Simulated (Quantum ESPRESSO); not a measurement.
# C K ELNES/XANES of Sc2CO (R-3m) from DFT, part 3 of 4

Aim: the near-edge shape at the C K edge of Sc2CO (R-3m), and what the core hole does to it.

Quantum ESPRESSO 7.5; X-ray absorption near-edge structure, plane-wave PAW PBEsol, one-electron final states by a Lanczos continued fraction.

So far. Step 2 (Ground state of the crystal): The mesh shows no gap, so the system is treated as a metal and the core electron is put at the Fermi level (neutral cell). Step 3 (Spectrum without a core hole, C atom 4): Main maxima below 24 eV (height): 7.1 eV (2.28), 10.6 eV (0.98), 13.6 eV (2.07) and 17.4 eV (1.23). A K edge sees empty p states on the absorber.

### Step 8. Spectrum with XCH, C atom 4

The Lanczos recursion gives the spectrum without computing empty bands; each polarisation needs a run of its own on the full k mesh. xe0 is set between filled and empty states, and states below it are cut, here at the Fermi level, which holds the excited electron. The file of filecore holds the core orbital, taken from the hole-free data set.

File xspectra.in:

```
&input_xspectra
   calculation='xanes_dipole', edge='K'
   prefix='x', outdir='tmp', xiabs=3, xe0=12.8624
   xonly_plot=.false., x_save_file='xanes.sav'
   xniter=3000, xcheck_conv=20, xerror=0.005
   xcoordcrys=.false., xepsilon(1)=1, xepsilon(2)=0, xepsilon(3)=0
/
&plot
   xnepoint=413, xemin=-10, xemax=45, terminator=.true., cut_occ_states=.true.
   xgamma=0.4
/
&pseudos
   filecore='../C.wfc'
/
&cut_occ
   cut_desmooth=0.1, cut_stepl=0.05, cut_stepu=0.05, cut_ierror=1e-5
/
6 7 7 0 0 0
```

xspectra_1.in, as its differences from xspectra.in of step 8:

```diff
@@ -5,3 +5,3 @@
    xniter=3000, xcheck_conv=20, xerror=0.005
-   xcoordcrys=.false., xepsilon(1)=1, xepsilon(2)=0, xepsilon(3)=0
+   xcoordcrys=.false., xepsilon(1)=0, xepsilon(2)=1, xepsilon(3)=0
 /
```

xspectra_2.in, as its differences from xspectra_1.in of step 8:

```diff
@@ -5,3 +5,3 @@
    xniter=3000, xcheck_conv=20, xerror=0.005
-   xcoordcrys=.false., xepsilon(1)=0, xepsilon(2)=1, xepsilon(3)=0
+   xcoordcrys=.false., xepsilon(1)=0, xepsilon(2)=0, xepsilon(3)=1
 /
```

Command:

```bash
> OMP_NUM_THREADS=1 mpirun --oversubscribe --bind-to none -np 4 xspectra.x -nk 4 -in xspectra.in > xspectra.out
```

The program printed:

```text
     [... banner and references ...]
Reading input_file

     calculation: xanes_dipole

     xepsilon  [cartesian coordinates]:   1.000000   0.000000   0.000000

     xonly_plot: FALSE
        => complete calculation: Lanczos + spectrum plot

     filecore (core-wavefunction file): ../C.wfc

     main plot parameters:
        cut_occ_states: TRUE
        gamma_mode:  constant
        -> using xgamma [eV]:  0.40
        xemin [eV]: -10.00
        xemax [eV]:  45.00
        xnepoint:  413
        xe0 [eV]:  12.862400 (energy zero read in input file)

     WARNING: variable ef_r is obsolete

                      Reading SCF save directory: x.save

     tmp/x.save/

     Exchange-correlation= PBESOL
                           (   1   4  10   8   0   0   0)

     G-vector sticks info

                           Getting the Fermi energy

     From SCF save directory:
        ehomo [eV]:   13.1930 (highest occupied level)
        elumo [eV]:   13.2470 (lowest occupied level)
        ef    [eV]:   13.1930

     -> ef (in eV) will be written in x_save_file

                           Energy zero of the spectrum

     -> ef will NOT be used as energy zero of the spectrum
       (because xe0 read in input file)

     G-vector sticks info

     bravais-lattice index     =            0
     lattice parameter (alat)  =      10.6044  a.u.
     unit-cell volume          =     975.3128 (a.u.)^3
     number of atoms/cell      =           12
     number of atomic types    =            4
     number of electrons       =        97.00
     number of Kohn-Sham states=           60
     kinetic-energy cutoff     =      50.0000  Ry
     charge density cutoff     =     450.0000  Ry
     Exchange-correlation= PBESOL
                           (   1   4  10   8   0   0   0)

     celldm(1)=  10.604375  celldm(2)=   0.000000  celldm(3)=   0.000000
     celldm(4)=   0.000000  celldm(5)=   0.000000  celldm(6)=   0.000000

     crystal axes: (cart. coord. in units of alat)
               a(1) = (   0.000000  -0.333634   0.942703 )
               a(2) = (   0.000000   1.000902   0.000000 )
               a(3) = (  -0.866807   0.500451   0.000000 )

     reciprocal axes: (cart. coord. in units 2 pi/alat)
               b(1) = (  0.000000 -0.000000  1.060780 )
               b(2) = (  0.576830  0.999098  0.353593 )
               b(3) = ( -1.153660  0.000000  0.000000 )

     PseudoPot. #1 for Sc:     Pseudo is Projector augmented-wave + core cor, Zval = 11.0

     ../pp/O.pbesol-n-kjpaw.UPF
     Pseudo is Projector augmented-wave + core cor, Zval =  6.0
     Shape of augmentation charge: PSQ
     Using radial grid of 1095 points,  4 beta functions with:
                l(1) =   0
                l(2) =   0
                l(3) =   1
                l(4) =   1
     Q(r) pseudized with 0 coefficients

     ../pp/C.pbesol-n-kjpaw-1sch.UPF
     Pseudo is Projector augmented-wave + core cor, Zval =  5.0
     Shape of augmentation charge: PSQ
     Using radial grid of 1073 points,  4 beta functions with:
                l(1) =   0
[...]
Q(r) pseudized with 0 coefficients

     ../pp/C.pbesol-n-kjpaw.UPF
     Pseudo is Projector augmented-wave + core cor, Zval =  4.0
     Shape of augmentation charge: PSQ
     Using radial grid of 1073 points,  4 beta functions with:
[...]
l(2) =   0
                l(3) =   1
                l(4) =   1
     Q(r) pseudized with 0 coefficients

     atomic species   valence    mass     pseudopotential
     Sc               11.00     1.00000     Sc( 1.00)
     O                 6.00     1.00000     O ( 1.00)
     C0                5.00     1.00000     C ( 1.00)
     C                 4.00     1.00000     C ( 1.00)

      4 Sym. Ops., with inversion, found

   Cartesian axes

     site n.     atom                  positions (alat units)
         1        Sc     tau(   1) = (   0.0000000   0.6672682   0.2458171  )
         2        Sc     tau(   2) = (  -0.2889356   0.1668170   0.2458171  )
[...]
10        C0     tau(  10) = (   0.0000000   0.3336341   0.4713513  )
        11        C      tau(  11) = (  -0.2889356   0.8340853   0.4713513  )
        12        C      tau(  12) = (  -0.5778712   0.3336341   0.4713513  )

     number of k points=   294  Marzari-Vanderbilt smearing, width (Ry)=  0.0150

     Number of k-points >= 100: set verbosity='high' to print them.

     Dense  grid:   157267 G-vectors     FFT dimensions: (  72,  72,  72)

     Smooth grid:    46635 G-vectors     FFT dimensions: (  48,  48,  48)

     The potential is recalculated from file :
     tmp/x.save/charge-density

     Starting wfcs are   84 atomic wfcs
     Checking if some PAW data can be deallocated...

               Reading core wavefunction file for the absorbing atom

     ../C.wfc successfully read

                              Attributing the PAW radii
                     for the absorbing atom [units: Bohr radius]

        PAW proj 1: r_paw(l= 0)= 1.80  (1.5*r_cut)
        PAW proj 2: r_paw(l= 0)= 1.80  (1.5*r_cut)
        PAW proj 3: r_paw(l= 1)= 2.10  (1.5*r_cut)
        PAW proj 4: r_paw(l= 1)= 2.10  (1.5*r_cut)

        NB: The calculation will not necessary use all these r_paw values.
            - For a edge in the electric-dipole approximation,
              only the r_paw(l=1) values are used.
            - For a K edge in the electric-quadrupole approximation,
              only the r_paw(l=2) values are used.

            - For a L2 or L3 edge in the electric-quadrupole approximation,

              all projectors (s, p and d) are used.

     init_gipaw_1: projectors nearly linearly dependent:
     ntyp =  4, l/n1/n2 =  1 2 1  0.99439377

                          Starting XANES calculation
                     in the electric dipole approximation

     Method of calculation based on the Lanczos recursion algorithm
        - STEP 1: Construction of a kpoint-dependent Lanczos basis,
          in which the Hamiltonian is tridiagonal (each 'iter'
          corresponds to the calculation of one more Lanczos vector)
        - STEP 2: Calculation of the cross-section as a continued fraction
          averaged over the k-points.

     ... Begin STEP 1 ...

        Radial transition matrix element(s) used in the calculation of the
        initial vector of the Lanczos basis (|tilde{phi}_abs> normalized)
        | For PAW proj. (l=1) #1: radial matrix element =   0.220105968
        | For PAW proj. (l=1) #2: radial matrix element =   0.252982938

NB: the    74 k-point are not all listed below because npool=  4
        |-------------------------------------------------------------
        ! k-point #     1:  ( 0.0000,  0.0000,  0.0000),  0.0068,   1
        |-------------------------------------------------------------
 okvan= T
        |   Norm of the initial Lanczos vector: 0.17111796E+00
        |   Estimated error at iter     20:   1.00633748
        |   Estimated error at iter     40:   0.47101722
        |   Estimated error at iter     60:   0.39755882
        |   Estimated error at iter     80:   0.35616114
        |   Estimated error at iter    100:   0.18080401
[...]
!   => CONVERGED at iter    300 with error=  0.00218908
        |-------------------------------------------------------------
        ! k-point #     2:  (-0.1648,  0.0000,  0.0000),  0.0068,   1
        |-------------------------------------------------------------
 okvan= T
        |   Norm of the initial Lanczos vector: 0.17111779E+00
[...]
!   => CONVERGED at iter    440 with error=  0.00328669
        |-------------------------------------------------------------
     [... 71 further k-points ...]
        ! k-point #    74:  (-0.2472,  0.4282,  0.3283),  0.0068,   1
        |-------------------------------------------------------------
 okvan= T
        |   Norm of the initial Lanczos vector: 0.17111766E+00
[...]
|   Estimated error at iter    480:   0.00834900
        |   Estimated error at iter    500:   0.00785556
        |   Estimated error at iter    520:   0.00556391
        !   => CONVERGED at iter    540 with error=  0.00489535

     Results of STEP 1 successfully written in x_save_file
     x_save_file name:
     ->  xanes.sav
     x_save_file version:  2

     ... End STEP 1 ...

     ... Begin STEP 2 ...

     The spectrum is calculated using the following parameters:
        xe0 [eV]:   12.8624
        the occupied states are elimintate from the spectrum
        xemin [eV]: -10.00
        xemax [eV]:  45.00
        xnepoint:  413
        constant broadening parameter [eV]:    0.400
        Core level energy [eV]:  -284.2
         (from electron binding energy of neutral atoms in X-ray data booklet)

     Cross-section successfully written in xanes.dat

     ... End STEP 2 ...

                                END JOB XSpectra
```

Elapsed: 7.2 min, on 4 MPI ranks of Intel Xeon 6975P-C (Granite Rapids), shared host; peak memory 0.24 GiB; 29 min of CPU time.

The C K spectrum, C atom 4, excited-electron core hole (neutral cell) (energy from the energy zero of the input (xe0, at the border of filled and empty states); intensity scaled to a mean of 1 over the first 20 eV; the points at xe0, where the cut of filled states can leave a spike, are interpolated; polarised curves are means over the symmetry-equivalent atoms):

| E (eV) | isotropic | ε ⊥ c | ε ∥ c |
| --- | --- | --- | --- |
| -2.0 | 0.05 | 0.05 | 0.05 |
| -0.5 | 0.12 | 0.12 | 0.11 |
| 1.0 | 0.47 | 0.50 | 0.41 |
| 2.5 | 0.97 | 0.86 | 1.17 |
| 4.0 | 1.77 | 1.67 | 1.96 |
| 5.5 | 2.16 | 2.33 | 1.80 |
| 7.0 | 0.90 | 0.85 | 1.01 |
| 8.5 | 0.82 | 0.73 | 0.99 |
| 10.0 | 0.93 | 0.81 | 1.17 |
| 11.5 | 1.90 | 1.89 | 1.93 |
| 13.0 | 1.02 | 1.20 | 0.64 |
| 14.5 | 0.51 | 0.56 | 0.40 |
| 16.0 | 0.99 | 1.00 | 0.98 |
| 17.5 | 0.56 | 0.53 | 0.62 |
| 19.0 | 0.42 | 0.42 | 0.43 |
| 20.5 | 0.35 | 0.36 | 0.33 |
| 22.0 | 0.37 | 0.37 | 0.37 |
| 23.5 | 0.53 | 0.55 | 0.49 |
| 25.0 | 0.56 | 0.57 | 0.54 |
| 26.5 | 0.89 | 0.69 | 1.29 |
| 28.0 | 1.71 | 1.73 | 1.68 |
| 29.5 | 1.15 | 1.19 | 1.07 |
| 31.0 | 0.37 | 0.35 | 0.40 |

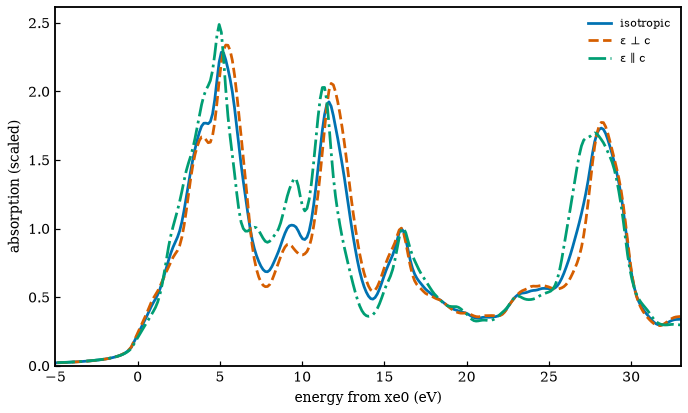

The C K edge, C atom 4, excited-electron core hole (neutral cell): main maxima at 5.1, 9.4 and 11.6 eV.

Main maxima below 24 eV (height): 5.1 eV (2.29), 9.4 eV (1.03), 11.6 eV (1.92) and 16.0 eV (1.00). A K edge sees empty p states; the first features are C p mixed into the empty d states of the Sc neighbours, and the broad ones above probably into the cations' higher empty bands.

The total-energy difference is 285.81 eV. One term is added: -6.71 eV, since the hole is spin-paired here and a spin-polarised one costs that much less in the free atom (computed apart). The photon energy is then 279.10 eV. The functional leaves an error in such absolute values: in the free atom PBEsol prices this hole 1.5 eV below PBE (computed apart), and PBE is itself good to a few eV.

### Step 9. Another broadening

The final state's lifetime shortens with energy, so measured features broaden above the edge; the saved Lanczos coefficients are redrawn with a width that grows.

File xspectra_plot.in:

```
&input_xspectra
   calculation='xanes_dipole', edge='K'
   prefix='x', outdir='tmp', xiabs=3, xe0=12.8624
   xonly_plot=.true., x_save_file='xanes.sav'
   xniter=3000, xcheck_conv=20, xerror=0.005
   xcoordcrys=.false., xepsilon(1)=1, xepsilon(2)=0, xepsilon(3)=0
/
&plot
   xnepoint=413, xemin=-10, xemax=45, terminator=.true., cut_occ_states=.true.
   gamma_mode='variable', gamma_energy(1)=4, gamma_energy(2)=25, gamma_value(1)=0.3, gamma_value(2)=2.5
/
&pseudos
   filecore='../C.wfc'
/
&cut_occ
   cut_desmooth=0.1, cut_stepl=0.05, cut_stepu=0.05, cut_ierror=1e-5
/
6 7 7 0 0 0
```

Command:

```bash
> OMP_NUM_THREADS=1 xspectra.x -in xspectra_plot.in > xspectra_plot.out
```

The program printed:

```text
     [... banner and references ...]
Reading input_file
     -------------------------------------------------------------------------

     calculation: xanes_dipole

     xonly_plot: TRUE
        => only the spectrum plot

     main plot parameters:
        cut_occ_states: TRUE
        gamma_mode:  variable
        -> first, constant up to point ( 4.00, 0.30) [eV]
        -> then, linear up to point (25.00, 2.50) [eV]
        -> finally, constant up to xemax
        xemin [eV]: -10.00
        xemax [eV]:  45.00
        xnepoint:  413
[...]
xemin [eV]: -10.00
        xemax [eV]:  45.00
        xnepoint:  413
        energy-dependent broadening parameter:
         -> first, constant up to point ( 4.00, 0.30) [eV]
         -> then, linear up to point (25.00, 2.50) [eV]
         -> finally, constant up to xemax
        Core level energy [eV]:  -284.2
         (from electron binding energy of neutral atoms in X-ray data booklet)

     Cross-section successfully written in xanes.dat

     -------------------------------------------------------------------------
                                END JOB XSpectra
     -------------------------------------------------------------------------
[key lines of the parts left out:]
Fermi level [eV]:  13.1930
```

Wall time 11 s (1 MPI rank); peak memory 0.05 GiB.

With a Lorentzian half width 0.3 eV up to 4 eV, rising linearly to 2.5 eV at 25 eV, the maxima are 4.0 eV (1.84), 5.1 eV (2.27) and 11.6 eV (1.37).

### Step 10. Reference energy of the cell

The cell and mesh change for the next run, so it gets a reference energy of its own.

File scf.in:

```
&control
   calculation='scf', prefix='x', pseudo_dir='../pp', outdir='tmp', tprnfor=.true.
/
&system
   ibrav=0, nat=4, ntyp=3, nbnd=20
   ecutwfc=50, ecutrho=450
   occupations='smearing', smearing='mv', degauss=0.015
/
&electrons
   conv_thr=4.0e-08, electron_maxstep=120
   mixing_beta=0.5
/
ATOMIC_SPECIES
Sc 1.0 Sc.pbesol-spn-kjpaw.UPF
O 1.0 O.pbesol-n-kjpaw.UPF
C 1.0 C.pbesol-n-kjpaw.UPF
CELL_PARAMETERS angstrom
  -1.62138916 2.80832841 0.00000000
  1.62138916 2.80832841 0.00000000
  -1.62138916 -0.93610947 -5.29006396
ATOMIC_POSITIONS crystal
Sc   0.75358596 0.49282808 0.73924212
Sc   0.24641404 0.50717192 0.26075788
O    0.00000000 0.00000000 0.00000000
C    0.50000000 0.00000000 0.50000000
K_POINTS automatic
9 9 9 0 0 0
```

Command:

```bash
> OMP_NUM_THREADS=1 mpirun --oversubscribe --bind-to none -np 4 pw.x -nk 4 -in scf.in > scf.out
```

The program printed:

```text
     [... banner and references ...]
[banner, memory and clock lines left out]
using ibrav=0 with symmetry is DISCOURAGED, use correct ibrav instead

     G-vector sticks info

     bravais-lattice index     =            0
     lattice parameter (alat)  =       6.1280  a.u.
     unit-cell volume          =     325.1043 (a.u.)^3
     number of atoms/cell      =            4
     number of atomic types    =            3
[...]
atom    1 type  1   force =     0.00000000    0.00000000   -0.00291755
     atom    2 type  1   force =    -0.00000000   -0.00000000    0.00291755
     atom    3 type  2   force =     0.00000000    0.00000000    0.00000000
     atom    4 type  3   force =     0.00000000    0.00000000    0.00000000

     Total force =     0.004126     Total SCF correction =     0.000487
     SCF correction compared to forces is large: reduce conv_thr to get better values

     XML data file, charge density, pseudopotentials, collected wavefunctions
[key lines of the parts left out:]
!    total energy              =    -369.96480933 Ry
the Fermi energy is    11.8811 ev
convergence has been achieved in  20 iterations
```

Run time: 25 s. Hardware: 4 MPI ranks; peak memory 0.13 GiB.

### Step 11. Cell with XCH, C atom 4

A smaller cell brings the holes closer; here they are 3.2 Å apart.

Changed against the first core-hole run: supercell atoms from 12 to 4.

Changes to scf.in since step 10:

```diff
@@ -4,3 +4,3 @@
 &system
-   ibrav=0, nat=4, ntyp=3, nbnd=20
+   ibrav=0, nat=4, ntyp=3, nbnd=21
    ecutwfc=50, ecutrho=450
@@ -15,3 +15,3 @@
 O 1.0 O.pbesol-n-kjpaw.UPF
-C 1.0 C.pbesol-n-kjpaw.UPF
+C0 1.0 C.pbesol-n-kjpaw-1sch.UPF
 CELL_PARAMETERS angstrom
@@ -24,3 +24,3 @@
 O    0.00000000 0.00000000 0.00000000
-C    0.50000000 0.00000000 0.50000000
+C0   0.50000000 0.00000000 0.50000000
 K_POINTS automatic
```

The program printed:

```text
     [... banner and references ...]
[banner, memory and clock lines left out]
using ibrav=0 with symmetry is DISCOURAGED, use correct ibrav instead

     G-vector sticks info

     bravais-lattice index     =            0
     lattice parameter (alat)  =       6.1280  a.u.
     unit-cell volume          =     325.1043 (a.u.)^3
     number of atoms/cell      =            4
     number of atomic types    =            3
[...]
convergence has been achieved in  24 iterations

     Forces acting on atoms (cartesian axes, Ry/au):

     atom    1 type  1   force =     0.00000000    0.00000000    0.01179255
     atom    2 type  1   force =     0.00000000    0.00000000   -0.01179255
     atom    3 type  2   force =     0.00000000    0.00000000    0.00000000
     atom    4 type  3   force =    -0.00000000    0.00000000   -0.00000000

     Total force =     0.016677     Total SCF correction =     0.000537

     XML data file, charge density, pseudopotentials, collected wavefunctions
[key lines of the parts left out:]
!    total energy              =    -374.36238500 Ry
the Fermi energy is    13.5379 ev
```

Run time: 28 s. Hardware: 4 MPI ranks; peak memory 0.14 GiB; 1.9 min of CPU time.

### Step 12. Spectrum with XCH, C atom 4

Changed against the first core-hole run: supercell atoms from 12 to 4.

Changes to xspectra.in since step 8:

```diff
@@ -2,3 +2,3 @@
    calculation='xanes_dipole', edge='K'
-   prefix='x', outdir='tmp', xiabs=3, xe0=12.8624
+   prefix='x', outdir='tmp', xiabs=3, xe0=13.5379
    xonly_plot=.false., x_save_file='xanes.sav'
@@ -17,2 +17,2 @@
 /
-6 7 7 0 0 0
+11 11 11 0 0 0
```

Command:

```bash
> OMP_NUM_THREADS=1 mpirun --oversubscribe --bind-to none -np 4 xspectra.x -nk 4 -in xspectra.in > xspectra.out
```

The program printed:

```text
     [... banner and references ...]
Reading input_file

     calculation: xanes_dipole

     xepsilon  [cartesian coordinates]:   1.000000   0.000000   0.000000

     xonly_plot: FALSE
        => complete calculation: Lanczos + spectrum plot

     filecore (core-wavefunction file): ../C.wfc

     main plot parameters:
        cut_occ_states: TRUE
        gamma_mode:  constant
        -> using xgamma [eV]:  0.40
        xemin [eV]: -10.00
        xemax [eV]:  45.00
        xnepoint:  413
        xe0 [eV]:  13.537900 (energy zero read in input file)

[...]
Results of STEP 1 successfully written in x_save_file
     x_save_file name:
     ->  xanes.sav
     x_save_file version:  2

     ... End STEP 1 ...

     ... Begin STEP 2 ...

     The spectrum is calculated using the following parameters:
        xe0 [eV]:   13.5379
        the occupied states are elimintate from the spectrum
        xemin [eV]: -10.00
        xemax [eV]:  45.00
        xnepoint:  413
        constant broadening parameter [eV]:    0.400
        Core level energy [eV]:  -284.2
         (from electron binding energy of neutral atoms in X-ray data booklet)

     Cross-section successfully written in xanes.dat

     ... End STEP 2 ...

                                END JOB XSpectra
```

The job ended after 2.2 min (4 MPI ranks; peak memory 0.16 GiB).

These settings depart from the first run's and aren't meant as converged.

Against the first run the r.m.s. difference is 35 %. A shift of -1.0 eV leaves 12 %. The highest intensity below 16 eV goes from 5.1 eV (2.29) to 4.7 eV (2.18).

```
E (eV)  first run  this run
  -2.0       0.05      0.06
  -0.5       0.12      0.15
   1.0       0.47      0.70
   2.5       0.97      1.50
   4.0       1.77      1.94
   5.5       2.16      1.29
   7.0       0.90      1.03
   8.5       0.82      1.03
  10.0       0.93      1.50
  11.5       1.90      1.37
  13.0       1.02      0.51
  14.5       0.51      0.93
  16.0       0.99      0.60
  17.5       0.56      0.45
  19.0       0.42      0.35
  20.5       0.35      0.33
  22.0       0.37      0.45
  23.5       0.53      0.53
  25.0       0.56      0.59
  26.5       0.89      1.53
  28.0       1.71      1.55
  29.5       1.15      0.41
  31.0       0.37      0.30
```

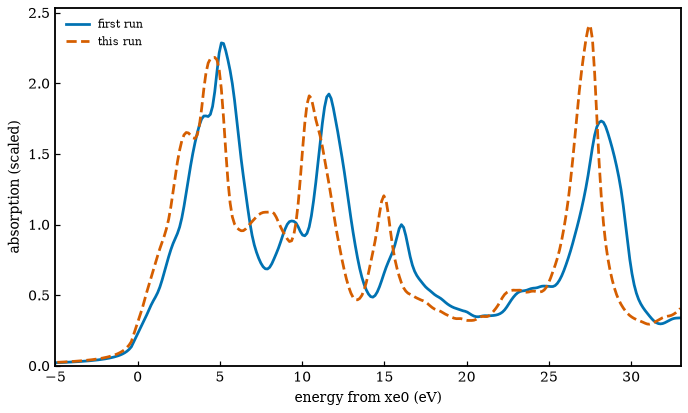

This run beside the first core-hole run.

[end of part 3 of 4]

[Banner, clock and machine lines of the logs are left out without a mark of their own.]

[Logs are printed without paths, hosts, clocks, repeated set-up lines and the standing remarks that a program may print on its own settings, such as how far it seeks lower states.]

[Hosts, paths, dates, database ids (printed as entryN), source tags and the programs' standing remarks are cut or masked in the printed files.]

[Lists of maxima count a maximum above −3 eV only where it reaches 4 % of the highest in the window and stands out from its surroundings by 2 % of it (1.5 % where it reaches 55 %); shoulders and weaker maxima are passed over, and of the rest the first, up to two pre-edge ones and the few strongest are named.]
